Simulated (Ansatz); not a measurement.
# 1 layer of MoS2: gaps at several levels of theory

Take 1 layer of MoS2 out of the relaxed bulk and relax. Aim: the gap, band edges and levels at named points of 1 layer of MoS2.

Method: DFT PBE+D3(BJ), scalar-relativistic, plane waves, PAW, in Ansatz 0.2.0.

That is the level of the relaxation; later steps name their own.

2 further runs of the same task are left out: 2 set aside as unsound or not needed.

## 1. The structure to begin with

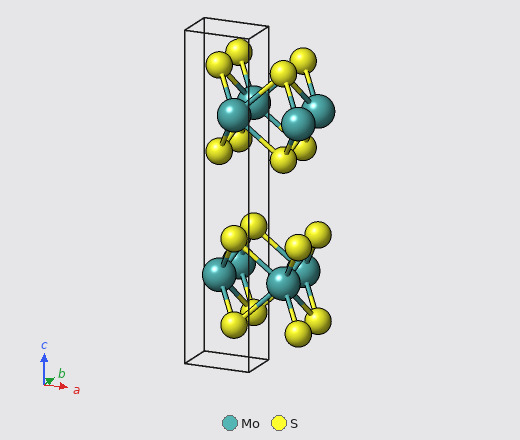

The starting structure, seen slightly off an axis (molybdenum teal, sulfur yellow). 2×2×1 cells are drawn.

Structure file:

```
Mo S
1.0
     3.14917    0.00000    0.00000
    -1.57458    2.72726    0.00000
     0.00000    0.00000   12.08985
Mo S
2 4
Direct
  0.33333 0.66667 0.25000
  0.66667 0.33333 0.75000
  0.33333 0.66667 0.62049
  0.66667 0.33333 0.12049
  0.33333 0.66667 0.87951
  0.66667 0.33333 0.37951
```

This cell was relaxed beforehand with the same method: volume 17.31 Å³/atom, gap on the mesh 0.78 eV.

## 2. The sheet

The sheet was cut and relaxed in an earlier session:

```xyz
3
Lattice="3.1542 0.0000 0.0000 -1.5771 2.7316 0.0000 0.0000 0.0000 32.2630" Properties=species:S:1:pos:R:3 pbc="T T T"
S     0.0000    1.8211   14.5643
Mo    1.5771    0.9105   16.1315
S     0.0000    1.8211   17.6987
```

## 3. Energy of exfoliation

Sheet less bulk: 94.9 meV/atom, which over the bulk's in-plane cell is 33.2 meV/Å².

## 4. Band edges over the whole zone

File input.yaml:

```yaml
crystal:
  lattice:
    - [3.1542357904, 0.0, 0.0]
    - [-1.5771178952, 2.731648324, 0.0]
    - [0.0, 0.0, 32.2630185961]
  atoms:
    - { symbol: S, position: [0.3333333333, 0.6666666667, 0.4514239486] }
    - { symbol: Mo, position: [0.6666666667, 0.3333333333, 0.5] }
    - { symbol: S, position: [0.3333333333, 0.6666666667, 0.5485760514] }
  periodic: [true, true, false]
basis:
  ecutwfc: 420
kpoints:
  mp_grid: { grid: [12, 12, 1] }
  band_path: { path: [VBM, CBM], npoints: 2 }
hamiltonian:
  xc: pbe
  dispersion: d3bj
scf:
  occupations: { method: gaussian, width: 0.02 }
output:
  forces: true
  stress: true
  eigenvalues: true
```

On the command line:

```bash
$ ansatz run input.yaml --threads 1 --pin off --max-ram 2560MiB --backend cpu --events-out ev --progress --plain --runs-dir out
```

Output, cut to the lines that bear on the results:

```text
Warning: RAYON_NUM_THREADS=1 ignored (pool sized by the plan → 1); use --threads N
[...]
Pseudopotentials: kind: paw
Pseudopotential: S, paw, valence charge 6, recommended cutoff 420 eV (normal), S.paw.azcp
Pseudopotential: Mo, paw, valence charge 14, recommended cutoff 420 eV (normal), Mo.paw.azcp
Functional definition: PBE
[...]
Crystal: 3 atoms, lattice volume = 277.987 Å³
Basis set: ecut = 420 eV, 5375 PW (Γ), exchange–correlation on 48×48×432 points (8 copies of the dense FFT grid, shifted against one another)
Bands: 17, of which v1, the nominal top of the filled ones, is band 13 counted from 1 (12 counted from 0)
Symmetry: 12 space group operations
Space group: P-6m2 (ITA 187), of the structure as read, at distance tolerance 6.5e-5 Å
k-points: 19 of 144 (time reversal used)
[...]
SCF iter   1: F=—  HF=-6763.755191 eV  |F-HF|=—  |Δ(HF+E_count)|=         —  Δρ=2.43e-3  dr2=5.95e-3  ethr=1.77e-3  ⟨swp⟩=16.4  Hψ=3469  notcnv=0
[...]
SCF iter   7: F=-6763.764187 eV  HF=-6763.764187 eV  |F-HF|=2.13e-8  |Δ(HF+E_count)|=   1.15e-7  Δρ=1.77e-6  dr2=8.15e-9  ethr=3.85e-10  ⟨swp⟩=9.9  Hψ=2037  notcnv=0
[...]
NSCF: frozen V_eff on 7 k-points
NSCF: frozen V_eff on 7 k-points
NSCF: frozen V_eff on 4 k-points
NSCF: frozen V_eff on 4 k-points
NSCF: frozen V_eff on 1 k-points
NSCF: frozen V_eff on 1 k-points
NSCF: frozen V_eff on 1 k-points
NSCF: frozen V_eff on 1 k-points
NSCF: frozen V_eff on 3 k-points
SCF converged after 7 iterations
Free energy (F): -6763.764187 eV
[...]
E sigma→0 (E₀):  -6763.764187 eV
Fermi energy:    -5.033525 eV
[...]
--- Forces (eV/Å), atoms counted from 1 ---
  atom   1  S     -0.00000000     0.00000000    -0.00308819
  atom   2  Mo    -0.00000000     0.00000000     0.00000000
  atom   3  S     -0.00000000     0.00000000     0.00308819
[...]
--- 2D stress c σ (N/m, compression-positive) ---
       -0.008452      -0.000000       0.000000
       -0.000000      -0.008452       0.000000
        0.000000       0.000000       0.000000
  P = ½ c Tr σ = -0.0085 N/m
--- Band table (eV; the first three rows and the last of 19) ---
  k-point 0: bands = ["-66.7561", "-40.9129", "-40.6725", "-40.6725", "-20.0905", "-18.7804", "-11.6010", "-8.4961", "-8.4961", "-7.7723", "-7.3707", "-7.3707", "-6.0011", "-3.0820", "-3.0820", "-2.8451", "-2.8451"]
[...]
```

Run time: 15 s. Hardware: 1 thread of Intel Xeon Platinum 8488C (Sapphire Rapids), shared host; peak memory 0.53 GiB.

## 5. Levels with PBE+D3(BJ) on the hybrid's mesh

Changes to input.yaml since step 4:

```diff
@@ -13,4 +13,6 @@
 kpoints:
-  mp_grid: { grid: [12, 12, 1] }
-  band_path: { path: [VBM, CBM], npoints: 2 }
+  mp_grid: { grid: [9, 9, 1] }
+  band_path:
+    path: [[0.0, 0.0, 0.0], [0.5, 0.0, 0.0], [0.3333333333, 0.3333333333, 0.0]]
+    npoints: 1
 hamiltonian:
@@ -20,2 +22,3 @@
   occupations: { method: gaussian, width: 0.02 }
+  n_extra_bands: 6
 output:
```

On the command line:

```bash
$ ansatz run input.yaml --threads 1 --pin off --max-ram 2560MiB --backend cpu --events-out ev --progress --plain --runs-dir out
```

Output:

```text
Warning: RAYON_NUM_THREADS=1 ignored (pool sized by the plan → 1); use --threads N
scf.n_extra_bands = 6 over 13 filled bands (N_el = 26.0): the run solves 19 bands
Engine: ansatz 0.2.0, x86_64-unknown-linux-gnu
Pseudopotentials: kind: paw
Pseudopotential: S, paw, valence charge 6, recommended cutoff 420 eV (normal), S.paw.azcp
Pseudopotential: Mo, paw, valence charge 14, recommended cutoff 420 eV (normal), Mo.paw.azcp
Functional definition: PBE
  parameter kappa = 0.804
  parameter beta = 0.06672455060314922
  exchange = pbe_x(kappa = kappa, mu = beta*pi^2/3)
  correlation = pbe_c(beta = beta)
Crystal: 3 atoms, lattice volume = 277.987 Å³
Basis set: ecut = 420 eV, 5375 PW (Γ), exchange–correlation on 48×48×432 points (8 copies of the dense FFT grid, shifted against one another)
Bands: 19, of which v1, the nominal top of the filled ones, is band 13 counted from 1 (12 counted from 0)
Symmetry: 12 space group operations
Space group: P-6m2 (ITA 187), of the structure as read, at distance tolerance 6.5e-5 Å
k-points: 12 of 81 (time reversal used)
Non-local potential: S, projectors of the file, l = 0: 2, l = 1: 2, l = 2: 2
Non-local potential: Mo, projectors of the file, l = 0: 3, l = 1: 2, l = 2: 2, l = 3: 1
PAW form: soft (Blöchl's): semilocal exchange-correlation on the pseudo side does not see the compensation charge
PAW one-centre angular grid: S, 110 points (default); XC on 64 Gauss nodes
PAW one-centre angular grid: Mo, 590 points (default); XC on 64 Gauss nodes
Initial density: superposition of atomic densities (neutral atoms: chi_scale 0, normalization atom), corrected by the library's trained network
Initial wavefunctions: pseudopotential atomic-orbital guess
Functional: x = pbe(κ = 0.804, μ = 0.2195149727645171), c = pbe(β = 0.06672455060314922)
SCF iter   1: F=—  HF=-6763.755092 eV  |F-HF|=—  |Δ(HF+E_count)|=         —  Δρ=2.43e-3  dr2=5.91e-3  ethr=1.77e-3  ⟨swp⟩=17.1  Hψ=2518  notcnv=0
preconditioner: auto → Resta (q_TF=auto, 1.838 Å⁻¹)  ε∞=2.0  [insulator: Δε(μ)=1.777 eV  Ē_g=9.471 eV  σ=0.020 eV  W_gap=1.00  n_scr=18 (ndim 8)  ℏωp=9.4 eV  f_vac=0.780  D(μ)=0.00/eV (n_scr^D=0)  ε∞_Penn≈2.0  vacuum switching on, ρ_ref=6.5e-3 e/Å³]
SCF iter   2: F=—  HF=-6763.761589 eV  |F-HF|=—  |Δ(HF+E_count)|=   6.50e-3  Δρ=1.44e-3  dr2=4.23e-3  ethr=2.27e-5  ⟨swp⟩=3.5  Hψ=689  notcnv=0  defer=23
SCF iter   3: F=—  HF=-6763.763618 eV  |F-HF|=—  |Δ(HF+E_count)|=   2.03e-3  Δρ=9.87e-4  dr2=3.86e-3  ethr=1.63e-5  ⟨swp⟩=3.4  Hψ=430  notcnv=0  defer=23
SCF iter   4: F=—  HF=-6763.764125 eV  |F-HF|=—  |Δ(HF+E_count)|=   5.07e-4  Δρ=6.46e-5  dr2=1.11e-5  ethr=1.48e-5  ⟨swp⟩=2.8  Hψ=348  notcnv=0  defer=23
SCF iter   5: F=—  HF=-6763.764128 eV  |F-HF|=—  |Δ(HF+E_count)|=   2.73e-6  Δρ=3.37e-5  dr2=1.94e-6  ethr=4.28e-8  ⟨swp⟩=4.1  Hψ=568  notcnv=0  defer=23
SCF iter   6: F=—  HF=-6763.764131 eV  |F-HF|=—  |Δ(HF+E_count)|=   2.61e-6  Δρ=5.79e-6  dr2=1.77e-7  ethr=7.46e-9  ⟨swp⟩=3.1  Hψ=398  notcnv=0  defer=23
SCF iter   7: F=-6763.764131 eV  HF=-6763.764131 eV  |F-HF|=1.67e-8  |Δ(HF+E_count)|=   1.75e-7  Δρ=1.65e-6  dr2=7.69e-9  ethr=3.85e-10  ⟨swp⟩=18.1  Hψ=1628  notcnv=0
SCF 1 converged in 7 iterations: F = -6763.764131 eV  dr2 = 7.69e-9
NSCF: frozen V_eff on 3 k-points
SCF converged after 7 iterations
Free energy (F): -6763.764131 eV
Harris-Foulkes:  -6763.764131 eV  (|F-HF|=1.67e-8)
Internal energy: -6763.764131 eV  (E = F + TS)
E sigma→0 (E₀):  -6763.764131 eV
Fermi energy:    -5.033487 eV
--- Per-component energies (eV) ---
  E_band       = -575.851680
  E_kinetic    = 656.248203
  E_local      = -48887.800495  (includes V_loc(G=0)·N_el)
  E_nonlocal   = 199.139729
  E_hartree    = 24007.482033
  E_xc         = -378.540627
  E_vxc        = -405.025998  (∫ρ·V_xc dr)
  E_paw        = -4401.551188  (= ΣΔE_a)
  E_vpaw       = -153.366772  (= ΣTr[D̂ρ^β])
  E_aug_tail   = 0.000039  (compensation charges beyond the density's cutoff)
  E_ewald      = 22042.215331
  E_disp       = -0.957155  (pairwise vdW)
  E_smearing   = -0.000000  (= −TS)
  E_closure    = 0.000000  (closes the sum)
  Σ components = -6763.764131   (vs F -6763.764131, Δ=0.00e0)
--- Forces (eV/Å), atoms counted from 1 ---
  atom   1  S      0.00000000     0.00000000    -0.00329696
  atom   2  Mo     0.00000000     0.00000000     0.00000000
  atom   3  S     -0.00000000     0.00000000     0.00329696
  max |Σ_I F_I| component: 8.33e-17 eV/Å
--- 2D stress c σ (N/m, compression-positive) ---
       -0.008741      -0.000000       0.000000
        0.000000      -0.008741       0.000000
        0.000000       0.000000       0.000000
  P = ½ c Tr σ = -0.0087 N/m
--- Band table (eV; the first three rows and the last of 12) ---
  k-point 0: bands = ["-66.7560", "-40.9130", "-40.6724", "-40.6724", "-20.0905", "-18.7804", "-11.6010", "-8.4961", "-8.4961", "-7.7723", "-7.3707", "-7.3707", "-6.0011", "-3.0820", "-3.0820", "-2.8450", "-2.8450", "-0.4964", "-0.3636"]
  k-point 1: bands = ["-66.7511", "-40.9034", "-40.7212", "-40.6834", "-19.9035", "-18.7025", "-11.3918", "-8.8928", "-8.4366", "-8.3014", "-7.6560", "-7.0125", "-6.0893", "-3.3123", "-3.2768", "-3.0466", "-2.7746", "-0.1980", "-0.1187"]
  k-point 2: bands = ["-66.7387", "-40.8789", "-40.8432", "-40.7114", "-19.3943", "-18.4914", "-10.9896", "-9.6139", "-9.3214", "-8.2350", "-7.7945", "-7.1660", "-6.5320", "-3.7529", "-3.4285", "-3.0988", "-2.1907", "0.4816", "0.5805"]
  k-point 11: bands = ["-66.7086", "-40.9780", "-40.9321", "-40.8198", "-17.8533", "-17.8214", "-11.4043", "-10.5695", "-10.0374", "-9.4721", "-8.8378", "-8.1191", "-5.9213", "-4.1456", "-2.8838", "-2.3048", "-0.9182", "1.3738", "1.6679"]
```

It took 8.1 s on 1 thread of Intel Xeon Platinum 8488C (Sapphire Rapids), shared host; peak memory 0.51 GiB.

Levels at named points, in eV from the top of the last band filled by count:

```
point  band 11  band 12  band 13  band 14  band 15  band 16
    Γ    -1.45    -1.45    -0.08     2.84     2.84     3.08
    M    -1.93    -0.90    -0.64     2.35     2.85     3.91
    K    -2.92    -2.20     0.00     1.78     3.04     3.62
```

(Part 1 of 2 ends here.)
